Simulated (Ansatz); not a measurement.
## Alloy series in LaRu2P2

The reference is LaRu2P2 (space group I4/mmm, No. 139; a = 4.0136 Å, c = 10.6018 Å; a cell from a computed database, its experimental status unchecked).

The other end (x = 1) is LaRu$_{2}$Si$_{2}$ (space group I4/mmm, No. 139; a model cell): 17.37 Å³/atom, gap zero.

Si replaces a fraction x of P; each row is one arrangement (x, atoms in the cell, starting space group or random), fully relaxed.

Level of theory: Ansatz (a program for electronic structure) PBEsol, no SOC.

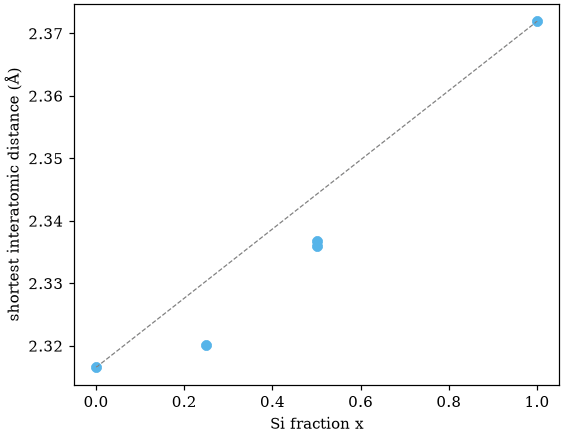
*Shortest interatomic distance against Si fraction x; the dashed line joins the ends*

Task: From the plot, what is the shortest interatomic distance for x(Si) = 0.25, 10 atoms, Amm2?

Result: About 2.320 Å.

Each cell is one ordered arrangement of few atoms, which overstates ordering effects compared with a random alloy. Whether these cells are dynamically stable was not tested. The final runs are not spin-polarised. An odd electron count without spin: La2Ru4SiP3, LaRu2P2 and LaRu2Si2.
